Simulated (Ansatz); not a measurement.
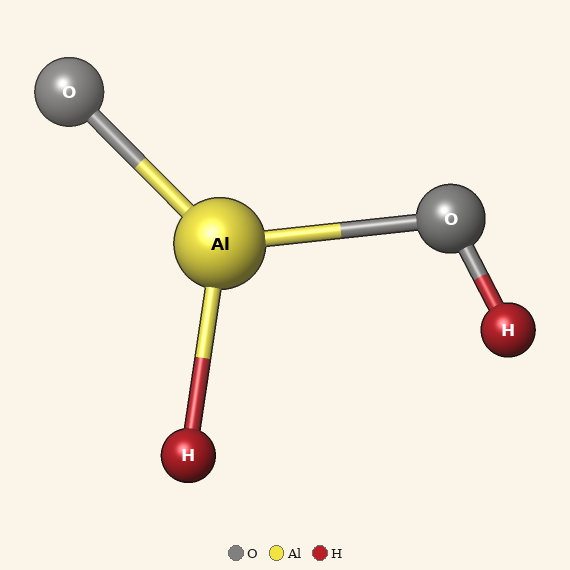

All atoms lie in one plane, which faces the viewer. State: charge −1, singlet. The geometry was computed by an optimisation with PBE0-D4/def2-TZVPD. No frequency run is at hand to confirm it as a minimum.

Which symmetry elements does this geometry have?

It has 1 mirror plane, so the point group is Cs. The group has 2 operations. The geometry is achiral, and symmetry allows a dipole moment.
